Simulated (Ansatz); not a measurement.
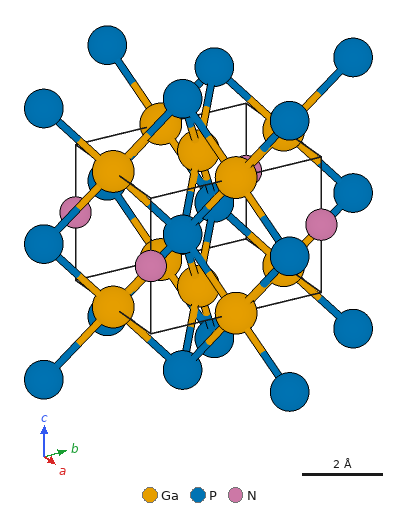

This is the input geometry for a relaxation of solid Ga₃P₂N (a generated structure, set up in P6/mmm). A ball-and-stick model of the cell of the calculation, seen slightly off an axis.

All numbers below come from DFT PBE, scalar-relativistic, plane waves, PAW in Ansatz 0.2.0.

The input:
```yaml
crystal:
  lattice:
    - [6.328312189, 0.0, 0.0]
    - [-3.1641560945, 5.4804791188, 0.0]
    - [0.0, 0.0, 3.4949062282]
  atoms:
    - { symbol: Ga, position: [0.0, 0.5, 0.0] }
    - { symbol: Ga, position: [0.5, 0.0, 0.0] }
    - { symbol: Ga, position: [0.5, 0.5, 0.0] }
    - { symbol: P, position: [0.3333333333, 0.6666666667, 0.5] }
    - { symbol: P, position: [0.6666666667, 0.3333333333, 0.5] }
    - { symbol: "N", position: [0.0, 0.0, 0.5], spin: 2.53 }
basis:
  ecutwfc: 420
kpoints:
  mp_grid: { grid: [6, 6, 10] }
hamiltonian:
  xc: pbe
scf:
  occupations: { method: gaussian, width: 0.1 }
output:
  forces: true
  stress: true
  eigenvalues: true
  populations: true
  write_density: true
  write_potential: true
  elf: true
  volumetric_format: npy
magnetization:
  spin_polarized: true
relax:
  adjacent_minimum: "off"
  f_tol: 0.01
  max_steps: 80
  cell: { stress_tol: 0.05 }
```

Command:
```bash
ansatz run input.yaml --threads 1 --pin off --max-ram 2560MiB --backend cpu --events-out ev --progress --plain --runs-dir out
```

**Predict the outcome.**

After 2 accepted moves (3 points after the start) the energy has fallen by 0.4 meV per atom. All forces vanish by symmetry, so only the cell relaxes. The pressure goes from 0.09 to 0.03 GPa. At 1 point the geometry stayed and the basis and grid were re-selected for the new cell (energy shift of 0.1 meV per atom at most each time). The atoms keep their places relative to the cell (all moves are under 0.005 Å). The drawn cell changes as follows: a = b 6.328 → 6.355 Å (+0.4 %), c 3.495 → 3.479 Å (−0.5 %); the volume changes by +0.4 %. The space group stays P6/mmm (No. 191). The run took 3.3 min on 1 thread of Intel(R) Xeon(R) Processor @ 2.50GHz (Skylake/Cascade Lake), on a shared host, peak memory 0.61 GiB.

The structure at the end:

```xyz
6
Lattice="6.3554 0.0000 0.0000 -3.1777 5.5039 0.0000 0.0000 0.0000 3.4791" Properties=species:S:1:pos:R:3 pbc="T T T"
Ga   -1.5889    2.7520    0.0000
Ga    3.1777    0.0000    0.0000
Ga    1.5889    2.7520    0.0000
P     0.0000    3.6693    1.7396
P     3.1777    1.8346    1.7396
N     0.0000    0.0000    1.7396
```
